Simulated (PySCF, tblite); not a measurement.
# H11NOSi4: geometry, infrared bands and NMR shifts

What infrared bands and NMR shifts should H11NOSi4 (`[SiH3]N[SiH2]O[SiH2][SiH3]`) show?

The runs use tblite 0.8.0 and PySCF 2.14.0, with density-fitted response routines of our own; the level of theory stands in each step. All values are computed, except where a source is named. Atoms count from 0, in the outputs and in this text.

## 1. Starting geometry

17 atoms, charge 0, multiplicity 1; geometry from: force field or distance geometry start.

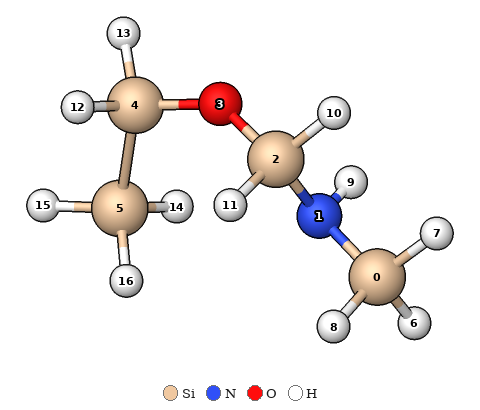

The starting geometry (silicon light orange, nitrogen blue, oxygen red, hydrogen white), atoms numbered.

## 2. Relaxing the molecule with GFN2-xTB

Job settings and geometry (Å):

```
{"job": {"kind": "relax", "xc": "GFN2-xTB", "basis": "xTB"}, "charge": 0, "multiplicity": 1}
Si    -2.839600    -0.541400    -0.441800
N     -1.350000    -0.462800     0.320400
Si    -0.855600     1.137800     0.484800
O      0.608900     1.078000     1.209100
Si     2.200600     0.837800     0.819800
Si     2.524500    -1.134200    -0.362900
H     -3.217800    -1.964200    -0.519900
H     -3.847500     0.166600     0.393500
H     -2.753200     0.031400    -1.801700
H     -1.435300    -0.867100     1.262600
H     -1.818500     1.848500     1.361200
H     -0.737800     1.775300    -0.844500
H      2.653100     2.001900     0.012500
H      3.011600     0.827700     2.059800
H      2.084800    -2.303700     0.437900
H      3.972800    -1.309300    -0.658200
H      1.791900    -1.110400    -1.650000
```

Command:

```sh
$ OMP_NUM_THREADS=1 python probes_run.py task.json out
```

One launch serves the whole session: the jobs run in the order shown.

The log of the run:

```text
step      E/eV     max force
  0    -534.64762    2.719
  1    -534.78930    0.815
  2    -534.83113    0.595
  3    -534.89063    0.615
  4    -534.93391    0.727
  5    -534.97567    0.583
  6    -535.01315    0.413
  7    -535.04748    0.433
  8    -535.08375    0.489
  9    -535.10867    0.353
 10    -535.12125    0.242
 11    -535.13056    0.207
 12    -535.13833    0.191
 13    -535.14587    0.347
 14    -535.15245    0.278
 15    -535.15674    0.220
 16    -535.15968    0.120
 17    -535.16239    0.137
 18    -535.16555    0.235
 19    -535.16920    0.138
 20    -535.17246    0.166
 21    -535.17444    0.132
 22    -535.17579    0.099
 23    -535.17688    0.096
 24    -535.17857    0.097
 25    -535.18022    0.110
 26    -535.18164    0.107
 27    -535.18285    0.078
 28    -535.18395    0.086
 29    -535.18488    0.062
 30    -535.18564    0.059
 31    -535.18629    0.052
 32    -535.18695    0.079
 33    -535.18768    0.096
 34    -535.18842    0.084
 35    -535.18910    0.094
 36    -535.18965    0.079
 37    -535.19005    0.050
 38    -535.19035    0.047
 39    -535.19069    0.063
 40    -535.19112    0.081
 41    -535.19157    0.074
 42    -535.19190    0.044
 43    -535.19216    0.057
 44    -535.19249    0.078
 45    -535.19299    0.087
 46    -535.19359    0.072
 47    -535.19405    0.051
 48    -535.19431    0.032
 49    -535.19453    0.055
 50    -535.19488    0.082
 51    -535.19539    0.089
 52    -535.19585    0.060
 53    -535.19611    0.032
 54    -535.19627    0.033
 55    -535.19645    0.041
 56    -535.19679    0.060
 57    -535.19725    0.059
 58    -535.19766    0.034
 59    -535.19785    0.025
 60    -535.19793    0.020
 61    -535.19800    0.022
 62    -535.19810    0.026
 63    -535.19822    0.030
 64    -535.19833    0.020
 65    -535.19839    0.018
 66    -535.19843    0.018
 67    -535.19847    0.022
 68    -535.19853    0.022
 69    -535.19863    0.028
 70    -535.19882    0.029
 71    -535.19904    0.028
 72    -535.19920    0.028
 73    -535.19932    0.026
 74    -535.19940    0.025
 75    -535.19949    0.022
 76    -535.19966    0.038
 77    -535.19992    0.042
 78    -535.20016    0.038
 79    -535.20030    0.018
 80    -535.20038    0.018
 81    -535.20044    0.021
 82    -535.20054    0.023
 83    -535.20073    0.041
 84    -535.20096    0.028
 85    -535.20116    0.044
 86    -535.20128    0.017
 87    -535.20138    0.016
 88    -535.20142    0.018
 89    -535.20150    0.025
 90    -535.20160    0.036
 91    -535.20174    0.033
 92    -535.20190    0.029
 93    -535.20205    0.026
 94    -535.20217    0.020
 95    -535.20228    0.025
 96    -535.20245    0.033
 97    -535.20274    0.053
 98    -535.20317    0.059
 99    -535.20359    0.077
100    -535.20390    0.026
101    -535.20406    0.053
102    -535.20416    0.019
103    -535.20421    0.025
104    -535.20429    0.037
105    -535.20439    0.041
106    -535.20451    0.028
107    -535.20459    0.014
108    -535.20462    0.011
109    -535.20464    0.010
```

Wall time 0.98 s (1 thread of Arm Neoverse V1, shared host); peak memory 0.18 GiB.

The steps of the relaxation: (not every step is listed)

| step | energy from step 0 (eV) | largest force (eV/Å) |
| --- | --- | --- |
| 0 | 0.0000 | 2.7191 |
| 1 | -0.1417 | 0.8152 |
| 2 | -0.1835 | 0.5947 |
| 3 | -0.2430 | 0.6146 |
| 4 | -0.2863 | 0.7275 |
| 5 | -0.3281 | 0.5833 |
| 6 | -0.3655 | 0.4132 |
| 7 | -0.3999 | 0.4329 |
| 8 | -0.4361 | 0.4891 |
| 17 | -0.5148 | 0.1373 |
| 26 | -0.5340 | 0.1068 |
| 35 | -0.5415 | 0.0944 |
| 44 | -0.5449 | 0.0780 |
| 53 | -0.5485 | 0.0320 |
| 62 | -0.5505 | 0.0260 |
| 71 | -0.5514 | 0.0284 |
| 80 | -0.5528 | 0.0183 |
| 89 | -0.5539 | 0.0251 |
| 98 | -0.5556 | 0.0588 |
| 104 | -0.5567 | 0.0373 |
| 105 | -0.5568 | 0.0405 |
| 106 | -0.5569 | 0.0280 |
| 107 | -0.5570 | 0.0136 |
| 108 | -0.5570 | 0.0109 |
| 109 | -0.5570 | 0.0099 |

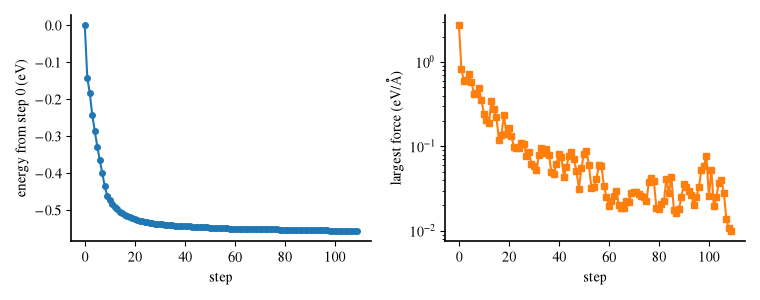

Energy and largest force along the relaxation.

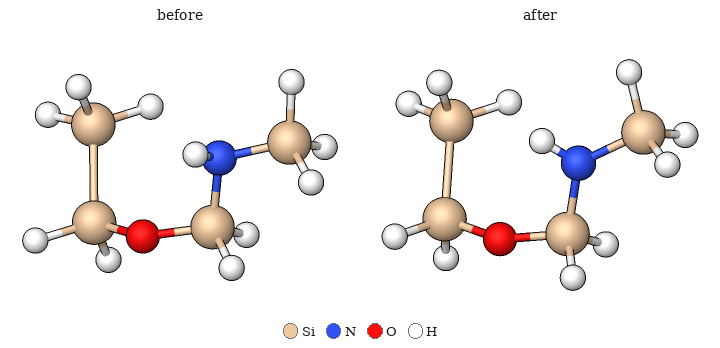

Before and after, at one scale.

Close pairs (by a distance rule), those that changed most:

| bond | before (Å) | after (Å) | change (Å) |
| --- | --- | --- | --- |
| Si0–N1 | 1.675 | 1.729 | +0.054 |
| N1–Si2 | 1.683 | 1.726 | +0.043 |
| O3–Si4 | 1.656 | 1.627 | -0.029 |
| Si2–H10 | 1.483 | 1.460 | -0.023 |
| N1–H9 | 1.029 | 1.007 | -0.022 |
| Si0–H7 | 1.488 | 1.468 | -0.021 |
| Si4–Si5 | 2.322 | 2.302 | -0.021 |
| Si5–H15 | 1.488 | 1.469 | -0.020 |

The next job starts from the end point, and lists it.

## 3. Harmonic vibrations with GFN2-xTB

Job settings and geometry (Å):

```
{"job": {"kind": "ir", "xc": "GFN2-xTB", "basis": "xTB"}, "charge": 0, "multiplicity": 1}
Si    -2.903573    -0.699976    -0.425057
N     -1.371826    -0.214880     0.213255
Si    -0.809464     1.398491     0.461053
O      0.710259     1.299990     1.001555
Si     2.260741     0.827511     0.861087
Si     2.361289    -1.147236    -0.316910
H     -2.896633    -2.162647    -0.397593
H     -4.006319    -0.171373     0.386350
H     -3.015110    -0.171676    -1.784843
H     -0.853265    -0.928106     0.698713
H     -1.512249     2.107845     1.526754
H     -0.828784     2.090516    -0.823831
H      2.950336     1.962860     0.232694
H      2.689592     0.758311     2.263864
H      1.879758    -2.315702     0.438578
H      3.745594    -1.471971    -0.684734
H      1.592656    -1.149927    -1.568379
```

The log of the run:

```text
mode    cm-1     km/mol
  1      13.4      0.10
  2      23.9      0.08
  3      33.3      0.40
  4      52.7      0.55
  5      67.9      1.19
  6      82.7      4.14
  7     127.9      3.20
  8     164.6     10.54
  9     256.1     39.46
 10     259.3     41.85
 11     367.6     54.44
 12     440.0     48.41
 13     474.4      1.05
 14     480.5      1.34
 15     529.9     37.15
 16     563.3     30.63
 17     574.4     62.25
 18     593.8     54.95
 19     609.1     30.99
 20     630.5     46.61
 21     703.0    638.00
 22     734.8     85.61
 23     756.9    261.63
 24     774.2   1138.69
 25     786.7     43.35
 26     794.4     10.98
 27     801.6     90.67
 28     807.6    155.36
 29     821.3    370.31
 30     824.5    191.66
 31     836.3    156.83
 32     990.0    284.29
 33    1083.2    585.88
 34    1187.9    318.28
 35    2165.2     61.01
 36    2184.5    548.90
 37    2197.6     92.98
 38    2209.9    430.31
 39    2215.4    336.48
 40    2217.8    284.17
 41    2253.5    100.42
 42    2256.5    239.23
 43    2261.8    720.00
 44    2291.5    268.71
 45    3483.2      0.60
```

Wall time 0.81 s (1 thread of Arm Neoverse V1, shared host); peak memory 0.18 GiB.

The strongest bands and the atoms that carry them (share of the mass-weighted mode):

| cm⁻¹ | km/mol | atoms |
| --- | --- | --- |
| 703 | 638.0 | H13 26 %, H12 19 %, Si4 11 % |
| 774 | 1138.7 | H10 20 %, H11 18 %, H12 11 %, H13 11 % |
| 821 | 370.3 | H14 42 %, H16 27 %, H15 11 % |
| 1083 | 585.9 | O3 76 %, Si2 10 % |
| 2184 | 548.9 | H14 70 %, H13 15 %, H12 11 % |
| 2210 | 430.3 | H7 82 % |
| 2215 | 336.5 | H15 85 % |
| 2262 | 720.0 | H10 47 %, H8 27 %, H11 18 % |

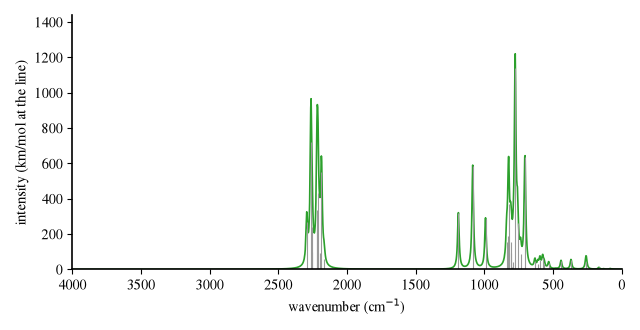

The infrared spectrum from these modes, unscaled. Lines are broadened to a width of 14 cm⁻¹ (Lorentzian).

## 4. Shielding tensors: PBE0/pcSseg-1

The job, as its differences from that of step 3:

```diff
@@ -1,2 +1,2 @@
-{"job": {"kind": "ir", "xc": "GFN2-xTB", "basis": "xTB"}, "charge": 0, "multiplicity": 1}
+{"job": {"kind": "nmr", "xc": "PBE0", "basis": "pcSseg-1"}, "charge": 0, "multiplicity": 1}
 Si    -2.903573    -0.699976    -0.425057
```

Level: GIAO PBE0/pcSseg-1 NMR shielding, non-relativistic, gas phase.

The log of the run:

```text
coarse grid: 15464 points
cycle   1  E = -1293.7920364719  dE =  3.191e-01  |g| = 8.510e-01  |ddm| = 3.705e+00
cycle   2  E = -1293.5569326594  dE =  2.351e-01  |g| = 1.380e+00  |ddm| = 1.876e+00
cycle   3  E = -1293.9211512577  dE = -3.642e-01  |g| = 1.033e-01  |ddm| = 1.379e+00
cycle   4  E = -1293.9226186996  dE = -1.467e-03  |g| = 6.161e-02  |ddm| = 1.339e-01
cycle   5  E = -1293.9233456666  dE = -7.270e-04  |g| = 1.331e-02  |ddm| = 5.678e-02
cycle   6  E = -1293.9233861684  dE = -4.050e-05  |g| = 1.441e-03  |ddm| = 1.596e-02
cycle   7  E = -1293.9233866874  dE = -5.190e-07  |g| = 3.666e-04  |ddm| = 2.123e-03
final grid: 129000 points
cycle   8  E = -1293.9625838466  dE = -9.095e-06  |g| = 8.110e-03  |ddm| = 1.561e-02
cycle   9  E = -1293.9625645387  dE =  1.931e-05  |g| = 1.297e-02  |ddm| = 1.497e-02
cycle  10  E = -1293.9625954840  dE = -3.095e-05  |g| = 3.918e-04  |ddm| = 9.485e-03
cycle  11  E = -1293.9625955029  dE = -1.892e-08  |g| = 1.767e-04  |ddm| = 4.552e-04
cycle  12  E = -1293.9625955091  dE = -6.135e-09  |g| = 3.893e-05  |ddm| = 1.834e-04
cycle  13  E = -1293.9625955093  dE = -2.856e-10  |g| = 6.339e-06  |ddm| = 3.262e-05
converged SCF energy = -1293.9625955093

GIAO shielding tensors (ppm)
atom      isotropic    diamagn.    paramagn.     s11        s22        s33       span
  0 Si     412.237     879.855    -467.618    367.389    400.776    468.545    101.156
  1 N      254.750     329.489     -74.739    215.648    264.322    284.280     68.632
  2 Si     380.964     881.667    -500.703    364.457    371.351    407.084     42.628
  3 O      314.342     401.667     -87.325    236.712    319.404    386.909    150.197
  4 Si     378.417     880.044    -501.627    320.049    353.994    461.208    141.159
  5 Si     471.431     882.056    -410.625    458.482    472.831    482.980     24.498
  6 H       27.031      29.046      -2.015     23.531     25.598     31.965      8.435
  7 H       27.005      28.147      -1.141     23.073     25.149     32.794      9.721
  8 H       26.998      29.312      -2.314     23.150     25.692     32.153      9.003
  9 H       32.009      37.608      -5.599     23.353     30.250     42.424     19.071
 10 H       26.549      29.671      -3.122     22.641     24.848     32.158      9.517
 11 H       26.595      31.326      -4.730     23.397     24.893     31.496      8.099
 12 H       25.993      28.663      -2.670     22.235     24.759     30.985      8.750
 13 H       26.036      28.567      -2.531     22.394     24.729     30.985      8.591
 14 H       28.219      31.041      -2.822     25.146     26.631     32.878      7.731
 15 H       28.474      29.132      -0.658     25.264     25.604     34.554      9.289
 16 H       28.050      31.527      -3.477     24.615     27.090     32.446      7.831
```

Wall time 43 s (1 thread of Arm Neoverse V1, shared host); peak memory 0.83 GiB.

The references, computed at this level on geometries of the same kind, shield at (ppm): 1H TMS 31.72, 29Si TMS 349.2, 15N NH3 267.7, 17O H2O 336.1. Their shielding less the atom's gives the shift. The references are single molecules in the gas phase, so shifts against H2O, NH3, PH3, H3PO4 or CFCl3 are not on the usual liquid scales and can be off by tens of ppm. Atoms listed in one row are averaged.

| atoms | environment | σ (ppm) | δ (ppm) |
| --- | --- | --- | --- |
| H12, H13 | hydrogen on a silicon bonded to O, Si | 26.01 | 5.70 |
| H10, H11 | hydrogen on a silicon bonded to N, O | 26.57 | 5.14 |
| H6, H7, H8 | hydrogen on a silicon bonded to N | 27.01 | 4.71 |
| H14, H15, H16 | hydrogen on a silicon bonded to Si | 28.25 | 3.47 |
| H9 | hydrogen on a nitrogen bonded to 2 Si | 32.01 | -0.29 |
| Si4 | silicon bonded to O, Si, 2 H | 378.4 | -29.3 |
| Si2 | silicon bonded to N, O, 2 H | 381.0 | -31.8 |
| Si0 | silicon bonded to N, 3 H | 412.2 | -63.1 |
| Si5 | silicon bonded to Si, 3 H | 471.4 | -122.3 |
| N1 | nitrogen bonded to 2 Si, H | 254.8 | 13.0 |
| O3 | oxygen bonded to 2 Si | 314.3 | 21.7 |

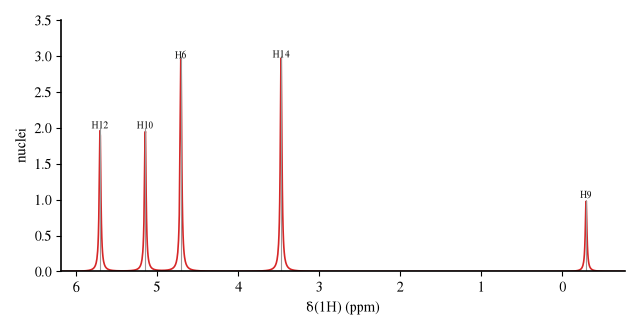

1H lines at the computed shifts, without couplings. Lines are broadened to a width of 0.02 ppm (Lorentzian).

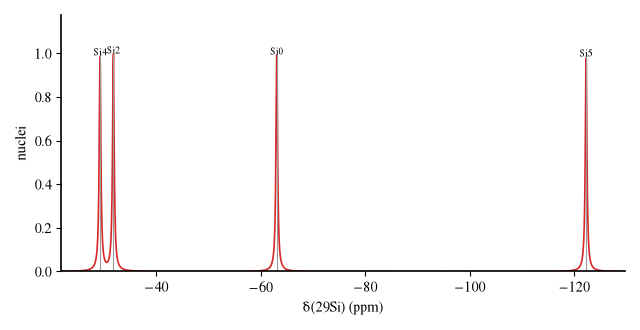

29Si lines at the computed shifts, without couplings. Lines are broadened to a width of 0.37 ppm (Lorentzian).

Charges from the same density, by scheme (e):

| atoms | Mulliken | IAO | Hirshfeld | ESP fit |
| --- | --- | --- | --- | --- |
| Si0 | 0.62 | 0.75 | 0.35 | 0.48 |
| N1 | -0.85 | -0.96 | -0.33 | -0.74 |
| Si2 | 0.97 | 1.13 | 0.43 | 0.76 |
| O3 | -0.73 | -0.88 | -0.30 | -0.48 |
| Si4 | 0.62 | 0.75 | 0.33 | 0.49 |
| Si5 | 0.07 | 0.23 | 0.21 | 0.11 |

ESP fit charges:

Si0 0.48; N1 -0.74; Si2 0.76; O3 -0.48; Si4 0.49; Si5 0.11; H6 -0.10; H7 -0.11; H8 -0.10; H9 0.35; H10 -0.15; H11 -0.13; H12 -0.11; H13 -0.11; H14 -0.06; H15 -0.06; H16 -0.05

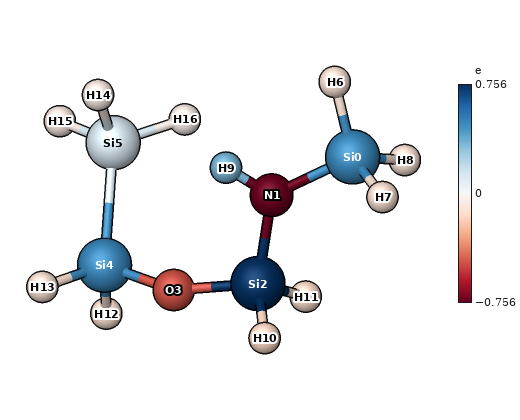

ESP fit charges, as colours on the atoms.

Mayer bond orders: Si0–N1 0.96, N1–Si2 0.95, Si2–O3 0.95, O3–Si4 0.90, Si4–Si5 0.90.

Orbitals, density, ELF and potential are computed afterwards from the orbital file.

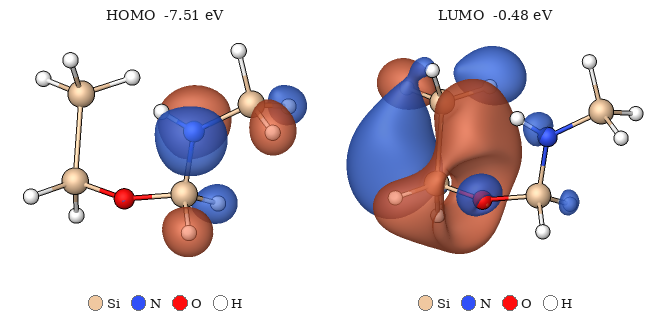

PBE0/pcSseg-1 orbitals near the gap, drawn at the value that encloses 70 % of each; the two colours are the two signs.

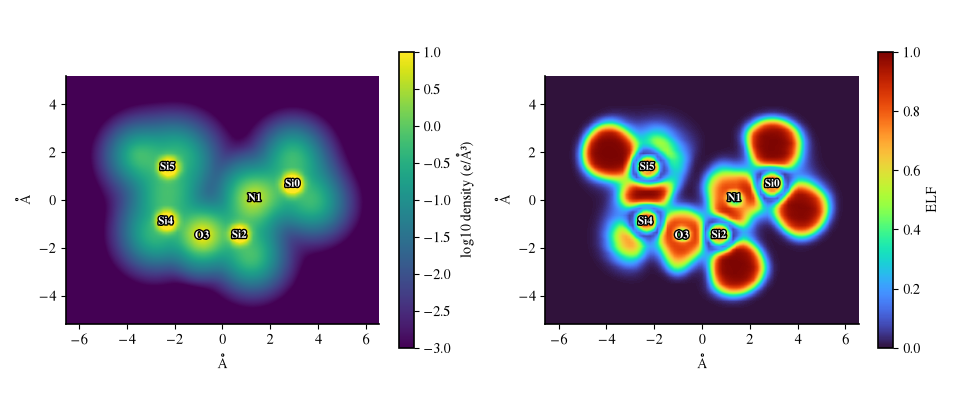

Density (left) and ELF (right) in a plane through or near 6 of the atoms.

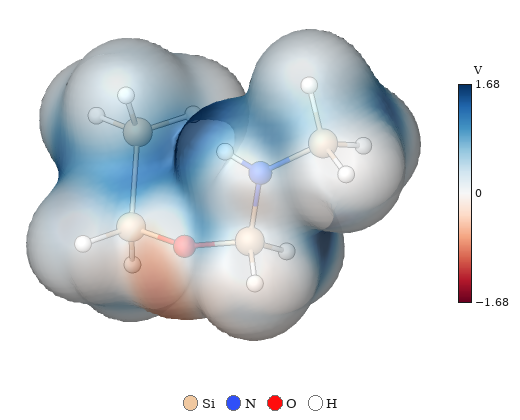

Electrostatic potential on the surface of density 0.002 e/bohr³; red is low, blue high. It runs from -0.66 V near O3 to 1.68 V near H9.

## 5. Results

| quantity | value |
| --- | --- |
| strongest single infrared mode (GFN2-xTB) | 774 cm⁻¹, 1139 km/mol |
| zero-point energy (GFN2-xTB) | 62.9 kcal/mol |
| 1H shifts against TMS (PBE0/pcSseg-1, means over atoms taken as alike) | 5.70, 5.14, 4.71, 3.47, -0.29 ppm |
| 29Si shifts against TMS (PBE0/pcSseg-1) | -29.3, -31.8, -63.1, -122.3 ppm |
| 15N shifts against NH3 (PBE0/pcSseg-1) | 13.0 ppm |
| 17O shifts against H2O (PBE0/pcSseg-1) | 21.7 ppm |
| surface potential, least and greatest | -0.66 V and 1.68 V |

The optimisation took 109 steps and gained 0.557 eV; among the close pairs (by a distance rule), Si0–N1 changed most, from 1.675 to 1.729 Å. No mode is imaginary among the 45: a minimum at this level. The strongest single mode, at 774 cm⁻¹, is spread over many atoms; the largest shares are those of H10, H11. GFN2-xTB is a fitted tight-binding method: band positions and strengths are rough. Its intensities can rank the bands wrongly. At PBE0/pcSseg-1: Shielding is most anisotropic at O3 (span 150 ppm, paramagnetic term -87 ppm). By nearest atom (PBE0/pcSseg-1), the HOMO sits on N1 55 %; H7, H10 about 10 % each and the LUMO on Si4 22 %; H12, H13 about 12 % each.
